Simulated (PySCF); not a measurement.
```yaml
atoms:
  - { symbol: C, position_ang: [2.9717, 0.2136, -0.1753] }
  - { symbol: C, position_ang: [1.7252, 0.6458, -0.2100] }
  - { symbol: C, position_ang: [0.5913, -0.0795, -0.8621] }
  - { symbol: C, position_ang: [-0.5248, -0.4162, 0.1497] }
  - { symbol: C, position_ang: [0.0154, -1.4404, 1.1539] }
  - { symbol: C, position_ang: [-1.7014, -1.0615, -0.6232] }
  - { symbol: B, position_ang: [-1.2273, 0.8513, 0.8008] }
  - { symbol: B, position_ang: [-1.3696, 2.2982, -0.0203] }
  - { symbol: F, position_ang: [-2.2284, 2.5082, -1.0134] }
  - { symbol: F, position_ang: [-0.6498, 3.3863, 0.2259] }
  - { symbol: H, position_ang: [3.2613, -0.7188, -0.6325] }
  - { symbol: H, position_ang: [3.7580, 0.7699, 0.3061] }
  - { symbol: H, position_ang: [1.4577, 1.5840, 0.2602] }
  - { symbol: H, position_ang: [0.9611, -0.9976, -1.3254] }
  - { symbol: H, position_ang: [0.1735, 0.5565, -1.6484] }
  - { symbol: H, position_ang: [-0.7593, -1.7433, 1.8530] }
  - { symbol: H, position_ang: [0.8426, -1.0160, 1.7170] }
  - { symbol: H, position_ang: [0.3776, -2.3280, 0.6375] }
  - { symbol: H, position_ang: [-1.3479, -1.9554, -1.1340] }
  - { symbol: H, position_ang: [-2.4994, -1.3500, 0.0566] }
  - { symbol: H, position_ang: [-2.1092, -0.3788, -1.3650] }
  - { symbol: H, position_ang: [-1.7286, 0.6913, 1.8480] }
```

Geometry: GFN2-xTB.

The calculation used PBE0/pcSseg-1, SCF density, gas phase, non-relativistic (PySCF).

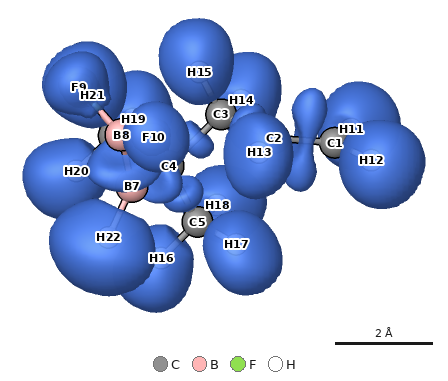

C$_{6}$H$_{12}$B$_{2}$F$_{2}$. Isosurface of the electron localisation function at 0.8 (blue), seen from one side. Core shells and regions of very low density are left out.

Where are the electrons localised?

The ELF exceeds this value in one region between bonded B–B atoms (shared pairs), one region between bonded B–C atoms (shared pairs), five regions between bonded C–C atoms (shared pairs), twelve regions around hydrogen nuclei and two regions on F in which the atom's valence shell and bonds are merged. Along the contacts the grid gives the following. C–C (1.32 Å): the ELF peaks at about 0.95 between the atoms (a multiple bond). B–F (1.33 Å): the ELF peaks at about 0.85 between the atoms (a shared but strongly polarised pair).
